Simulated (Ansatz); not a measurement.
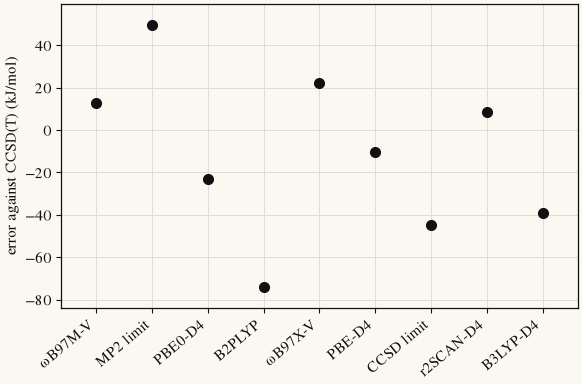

Error in the electronic atomisation energy (method less reference, so positive means overbinding) of Si₂H₄SCl₂, SMILES [SiH3]S[SiH](Cl)Cl: functionals in def2-TZVPP against frozen-core CCSD(T) at the limit (MP2 extrapolated from triple and quadruple zeta, plus CCSD(T) less MP2 in a smaller set), which gives 2789.6 kJ/mol, at a PBE0-D4/def2-TZVP geometry (no frequency check), no zero-point or spin-orbit term, the Ansatz code. The reference leaves out core correlation, a term that grows with the number of heavy atoms. B2PLYP holds a correlation term that converges slowly with the basis, so part of the distance to the limit is basis error. No dispersion term is added to B2PLYP. Limit means the basis limit.

Which of these levels overbind, and which underbind?

Overbind: MP2 limit. Underbind: B2PLYP, CCSD limit and B3LYP-D4. Within 25 kJ/mol of zero, too close to call in view of what the reference leaves out: ωB97M-V, PBE0-D4, ωB97X-V, PBE-D4 and r2SCAN-D4.

Give the values.

```tsv
level	kJ/mol
ωB97M-V	12.8
MP2 limit	49.7
PBE0-D4	−23.3
B2PLYP	−74.0
ωB97X-V	22.1
PBE-D4	−10.2
CCSD limit	−45.1
r2SCAN-D4	8.4
B3LYP-D4	−39.2
```

Limits of at least one run: one conformer of a flexible molecule.
